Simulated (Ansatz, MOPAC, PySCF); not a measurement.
Torsion H4–S1–Si2–I3 in HISSi (SMILES S[Si]I); at each angle all else is relaxed with GFN2-xTB, and the levels are single points there.
Geometry at 180° (charge 0, multiplicity 1):
```xyz
4

S     -1.30503     0.44724     0.49930
Si     0.62329     0.94058    -0.37328
I      1.13010     2.97690     0.96003
H     -1.50677    -0.63034    -0.25027
```
Energies count from the point at 180°.

Frozen-core correlation. Filled d and f shells under p-block atoms count as core. CBS(a, b) extrapolates the correlation energy as X⁻³ and adds the Hartree–Fock energy of set b. Rows in 3-21G carry no dispersion term and start afresh at each structure; the Pople sets are all-electron and without relativity. The state that PM3 reach isn't checked.

Programs: Ansatz (an electronic-structure program); MOPAC for PM3 (differences of heats of formation); PySCF for 3-21G rows. Each number belongs to the level named beside it. In def2 rows elements past Kr take small-core potentials, without spin–orbit coupling.

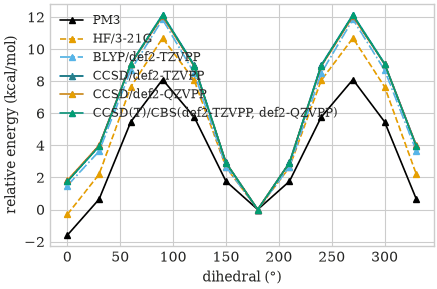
Relative energy along the coordinate

Task: Read off the PM3 curve at dihedral = 210.

Result: about 1.8 kcal/mol
